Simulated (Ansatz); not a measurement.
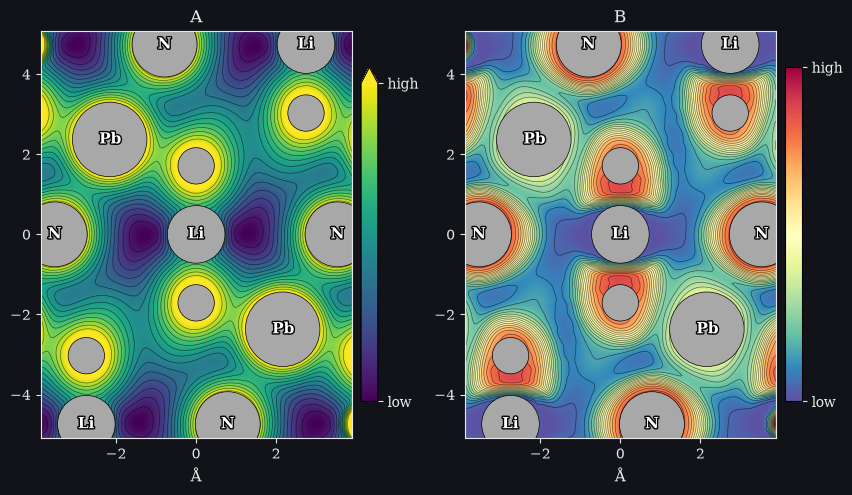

LiPb2N3: 2 fields on the (111) plane of the conventional cell, with unlabelled colour scales. Grey discs cover the atomic cores.

Space group Cmmm; a structure from a database of computed crystals, not necessarily the ambient phase; started from the LaAl2Cu3-65 prototype, which need not be the ambient phase.

Computed with DFT, r2SCAN+rVV10, plane waves, PAW (Ansatz 0.2.0).

Question: Which field does each panel show? The fields are: electron localisation function and valence pseudo-density.

Answer: Panel A: valence pseudo-density. Panel B: electron localisation function.
